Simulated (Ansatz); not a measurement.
```xyz
6
Lattice="2.7540 0.0000 0.0000 0.0000 3.6650 0.0000 0.0000 0.0000 8.1076" Properties=species:S:1:pos:R:3 pbc="T T T"
Al    1.3770    1.8325    0.0000
Cu    0.0000    0.0000    6.7231
Cu    0.0000    0.0000    1.3845
Cu    1.3770    1.8325    2.7281
Cu    0.0000    0.0000    4.0538
Cu    1.3770    1.8325    5.3795
```

Space group Pmmm; a structure generated by program, which may or may not match a known phase; changed on purpose from its base cell (volume × 1.10, shape and atoms relaxed); computed pressure about −10 GPa in this cell; computed without spin polarisation.

The calculation used DFT PBE, scalar-relativistic, plane waves, PAW (Ansatz).

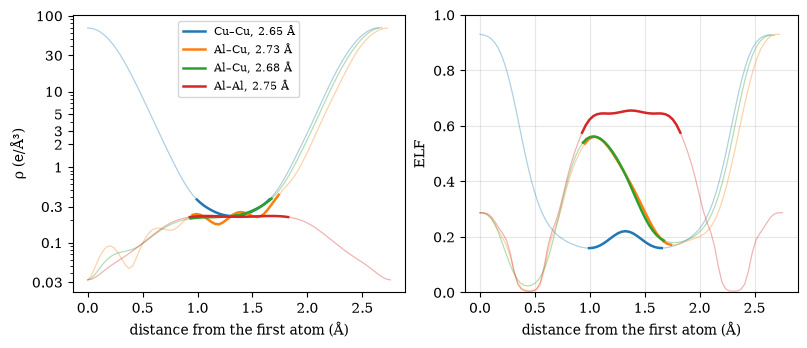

AlCu$_{5}$. Valence pseudo-density and ELF along straight lines between neighbouring atoms. Thin, pale parts lie inside the atomic spheres.

Core electrons are frozen (PAW), and the valence fields are smoothed inside the atomic spheres.

### Compare the contacts.

Cu–Cu (2.65 Å): ρ at the midpoint is about 0.23 e/Å³; the ELF is about 0.20 at the midpoint; no shared electron pair shows on this line.
Al–Cu (2.73 Å): ρ at the midpoint is about 0.25 e/Å³, with its minimum of 0.18 e/Å³ about 1.2 Å from Al; the ELF is about 0.40 at the midpoint.
Al–Cu (2.68 Å): the density is about 0.23 e/Å³ at the midpoint; the ELF is about 0.40 at the midpoint.
Al–Al (2.75 Å): ρ at the midpoint is about 0.22 e/Å³; the ELF peaks at about 0.65 between the atoms.
